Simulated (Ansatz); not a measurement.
## ZrSnTe, pressure series

The reference is ZrSnTe (space group P4/nmm, No. 129; a = 4.0442 Å, c = 8.6782 Å; a cell from a computed database, its experimental status unchecked).

Cell and atoms are relaxed at each pressure.

Calculations: DFT with PBEsol, PAW potentials and a 420 eV plane-wave cutoff in Ansatz (an electronic-structure program), no SOC.

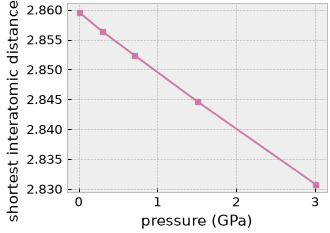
Figure: Shortest interatomic distance against pressure

| pressure (GPa) | shortest interatomic distance |
|---|---|
| 0.3 | 2.856 Å |
| 0.7 | 2.852 Å |
| 1.5 | 2.845 Å |
| 3 | 2.831 Å |

Load acts through the strain it causes; cell and atoms are relaxed under it. No phonon test of stability was made. All final runs are without spin polarisation.
